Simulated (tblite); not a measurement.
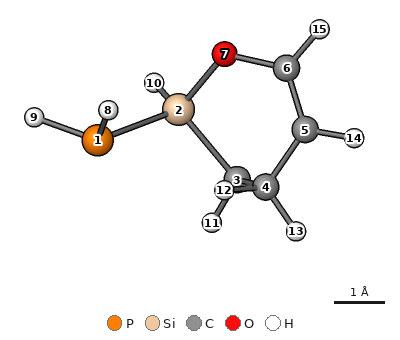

C4H8OPSi (multiplicity 2), before the relaxation. Style: ball-and-stick. Shown at a tilt.

These are results of tblite 0.8.0, GFN2-xTB geometry optimisation, gas phase, not measurements.

```xyz
15

P     2.4757   -0.2926   -0.4155
Si    0.7900   -0.3833    1.0410
C    -0.6050   -1.4300    0.3397
C    -1.0470   -0.5639   -0.8499
C    -1.6478    0.6781   -0.3684
C    -1.1151    1.5111    0.4929
O     0.1140    1.2211    1.0323
H     2.4835    1.0384   -1.0516
H     3.7643   -0.4301    0.2175
H     1.2188   -0.8395    2.3620
H    -0.2525   -2.4162    0.0638
H    -0.1485   -0.3027   -1.4586
H    -1.7778   -1.1518   -1.4175
H    -2.6132    0.9569   -0.7778
H    -1.6435    2.4124    0.7682
```

Predict the outcome.

Over 145 geometry steps the energy falls by 140.6 kJ/mol. The atom that moves furthest after the best rigid fit is H8 (2.22 Å). Largest moves by element: H 2.22 Å, C 0.88 Å, P 0.81 Å, Si 0.54 Å, O 0.45 Å. Some distances before and after: Si2–O7 1.741 → 1.642 Å, P1–H8 1.475 → 1.384 Å, P1–H9 1.442 → 1.383 Å, C3–C4 1.536 → 1.479 Å. Among the angles between lasting bonds that change: Si2–P1–H9 112.6° → 92.9°, Si2–C3–C4 100.9° → 119.4°, Si2–P1–H8 108.8° → 94.4°. Cost: 1.1 s on 1 thread of Arm Neoverse V1 (shared host).

Step by step:

```csv
step,"E − E(0), kJ/mol"
0,0.00
1,-30.64
2,-60.86
3,-73.44
4,-86.85
5,-91.25
6,-95.61
7,-97.83
8,-100.71
9,-103.02
10,-105.15
17,-112.04
24,-115.86
31,-119.66
38,-122.03
46,-124.77
53,-129.69
60,-133.48
67,-135.30
74,-136.25
81,-136.70
88,-137.27
95,-138.48
102,-139.40
109,-139.83
117,-140.09
124,-140.35
131,-140.46
138,-140.53
145,-140.57
```

The structure at the end:

```xyz
15

P     2.9984    0.3160   -0.2769
Si    0.9820   -0.0739    0.6401
C    -0.0813   -1.2096   -0.3358
C    -1.4351   -0.7697   -0.7369
C    -1.8445    0.6047   -0.3069
C    -1.0815    1.5142    0.2811
O     0.2125    1.3761    0.6239
H     3.5489    0.8177    0.8892
H     3.4472   -0.9637   -0.0072
H     1.0787   -0.4549    2.0611
H     0.2102   -2.1936   -0.6671
H    -1.5326   -0.8321   -1.8328
H    -2.1763   -1.4901   -0.3553
H    -2.8659    0.8717   -0.5323
H    -1.4648    2.4954    0.5338
```

After the run, drawn alike:

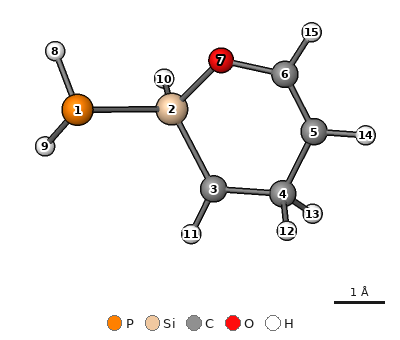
